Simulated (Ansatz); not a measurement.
## Two runs on In2N3

System: In2N3, charge −1, multiplicity 5.
Method of the first run: UKS PBE0-D4/def2-SVPD (Ansatz 0.2.0).

The geometry: PBE0-D4/def2-SVPD start. Text and figures count atoms from 1; the logs count them from 0 in places.

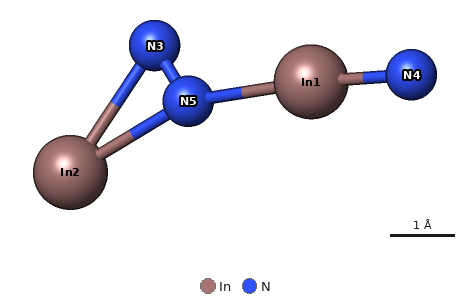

The input geometry (ball-and-stick view, seen at a tilt; atoms are numbered from 1 in the order of the input). Sticks mark near contacts. Bond lengths as drawn: In–N 1.90 to 2.41 Å and N–N 1.20 Å.

## Input file, the first run
```yaml
crystal:
  periodic: [false, false, false]
  atoms:
    - {symbol: In, position_ang: [-1.547659, 0.298593, -0.143606]}
    - {symbol: In, position_ang: [2.869500, -0.916217, -0.509150]}
    - {symbol: N, position_ang: [1.358807, 0.155356, 1.035205]}
    - {symbol: N, position_ang: [-3.398020, 0.602045, -0.451604]}
    - {symbol: N, position_ang: [0.717371, -0.139777, 0.069165]}
basis:
  gaussian: {orbitals: def2-SVPD}
total_charge: -1
magnetization: {spin_polarized: true, initial_magnetization: 4}
hamiltonian: {xc: pbe0, dispersion: d4}
scf: {lower_state_search: "off"}
output: {orbitals: {seedname: orbitals}}
relax: {f_tol: 0.02, max_steps: 100}
```

Command:
```bash
ansatz run in.yaml --threads 4 --pin off --events-out ev --progress --plain --max-ram 4787MiB
```

Hardware: 4 threads of Arm Neoverse V1, 23 GiB of memory available, shared host.

## Output, shortened to warnings, some set-up lines, iterations and results (the first run)
```
[...]
mean field evaluation 1: about -14798.5605 eV, gradient 2.9e1 eV
mean field evaluation 2: about -14670.5822 eV, gradient 1.2e2 eV
mean field evaluation 4: about -14801.5140 eV, gradient 2.0e1 eV
mean field evaluation 8: about -14804.5098 eV, gradient 9.3e-1 eV
mean field evaluation 16: about -14804.5996 eV, gradient 1.4e-1 eV
[... 70 lines ...]
relax step  54: F+E_penalty+E_count = -14807.54099866 eV  Δ(F+E_penalty+E_count) = -2.588e-4 eV  max|allowed force component| = 7.297e-2 eV/Å  Δτ_max = 0.0094 Å  (35 SCF …
relax step  55: F+E_penalty+E_count = -14807.54105641 eV  Δ(F+E_penalty+E_count) = -5.775e-5 eV  max|allowed force component| = 2.065e-3 eV/Å  Δτ_max = 0.0104 Å  (30 SCF …
relax step  56: F+E_penalty+E_count = -14807.54110021 eV  Δ(F+E_penalty+E_count) = -4.380e-5 eV  max|allowed force component| = 3.151e-2 eV/Å  Δτ_max = 0.0249 Å  (30 SCF …
relax step  57: F+E_penalty+E_count = -14807.54110793 eV  Δ(F+E_penalty+E_count) = -7.713e-6 eV  max|allowed force component| = 8.328e-2 eV/Å  Δτ_max = 0.0290 Å  (28 SCF …
relax step  58: F+E_penalty+E_count = -14807.54113188 eV  Δ(F+E_penalty+E_count) = -2.395e-5 eV  max|allowed force component| = 1.974e-2 eV/Å  Δτ_max = 0.0082 Å  (21 SCF …
Total energy: -14807.54117323 eV, -544.1671012042 hartree
Atom 0 at    -0.583918    -0.792542    -1.175482 Å, force    -0.000866    -0.000139    -0.000015 eV/Å
Atom 1 at     1.018145    -2.676411    -2.538549 Å, force     0.000392    -0.000225    -0.000244 eV/Å
Atom 2 at     0.780676     1.880457     1.800268 Å, force    -0.003195    -0.019603     0.003845 eV/Å
Atom 3 at    -1.845743     0.777408    -0.090258 Å, force     0.000665     0.000227     0.000107 eV/Å
Atom 4 at     0.630838     0.811087     2.004031 Å, force     0.003005     0.019740    -0.003693 eV/Å
Dipole moment:     0.265482     0.023684     0.199513 e Å
Checks for a lower state left out: stability, starts, cluster_reference, orbital_swaps, neighbouring_geometries, increment
```

The input of the second run differs as follows (lines with − go, lines with + come):
```diff
-magnetization: {spin_polarized: true, initial_magnetization: 4}
+magnetization: {spin_polarized: true, initial_magnetization: 2}
```

What does this change do to the results?

With the same method and basis, the second run lies 14.2 kcal/mol higher. The HOMO goes from 0.07 to −0.13 eV. The LUMO goes from 1.48 to 1.12 eV.

## Output, shortened to warnings, some set-up lines, iterations and results (the second run)
```
[...]
mean field evaluation 1: about -14787.5915 eV, gradient 5.1e1 eV
mean field evaluation 2: about -14433.8248 eV, gradient 1.5e2 eV
mean field evaluation 4: about -14794.4328 eV, gradient 4.3e1 eV
mean field evaluation 8: about -14803.8885 eV, gradient 1.4e1 eV
mean field evaluation 16: about -14805.0687 eV, gradient 3.6e-1 eV
[... 41 lines ...]
relax step  29: F+E_penalty+E_count = -14806.92351853 eV  Δ(F+E_penalty+E_count) = -2.580e-4 eV  max|allowed force component| = 1.040e-1 eV/Å  Δτ_max = 0.0290 Å  (43 SCF …
relax step  30: F+E_penalty+E_count = -14806.92388030 eV  Δ(F+E_penalty+E_count) = -3.618e-4 eV  max|allowed force component| = 2.057e-2 eV/Å  Δτ_max = 0.0339 Å  (43 SCF …
relax step  31: F+E_penalty+E_count = -14806.92421130 eV  Δ(F+E_penalty+E_count) = -3.310e-4 eV  max|allowed force component| = 2.528e-2 eV/Å  Δτ_max = 0.0449 Å  (45 SCF …
mean field evaluation 448: about -14806.7717 eV, gradient 2.8e-6 eV
relax step  32: F+E_penalty+E_count = -14806.92433883 eV  Δ(F+E_penalty+E_count) = -1.275e-4 eV  max|allowed force component| = 1.897e-2 eV/Å  Δτ_max = 0.0286 Å  (45 SCF …
Total energy: -14806.92437525 eV, -544.1444342966 hartree
Atom 0 at    -2.408730     0.386256     1.075746 Å, force    -0.002642     0.002269    -0.008768 eV/Å
Atom 1 at     3.614953    -0.754607    -0.383054 Å, force     0.003871    -0.001270    -0.001702 eV/Å
Atom 2 at     1.160335    -0.273796     0.054797 Å, force     0.018617    -0.000897    -0.002622 eV/Å
Atom 3 at    -2.454855     0.695927    -1.050702 Å, force    -0.000874    -0.000975     0.008345 eV/Å
Atom 4 at     0.088295    -0.053780     0.303223 Å, force    -0.018972     0.000873     0.004746 eV/Å
Dipole moment:     0.980120    -0.259889     0.294973 e Å
Checks for a lower state left out: stability, starts, cluster_reference, orbital_swaps, neighbouring_geometries, increment
```

## The two runs side by side

| quantity | the first run | the second run |
| --- | --- | --- |
| outcome | converged | converged |
| total energy (hartree) | −544.167101 | −544.144434 |
| HOMO (eV) | 0.07 | −0.13 |
| LUMO (eV) | 1.48 | 1.12 |
| ⟨S²⟩ | 6.026 | 2.662 |
| largest force (eV/Å) | 0.020 | 0.020 |
| basis functions | 124 | 124 |
| wall time (shared host) | 3.1 min | 2.5 min |

For the first run: The highest filled orbital lies above zero: either the extra electron isn't bound at this level, or the self-interaction error of the functional lifts the level. For the second run: ⟨S²⟩ is 2.66 against 2.00 for a pure state: the solution is spin-contaminated.
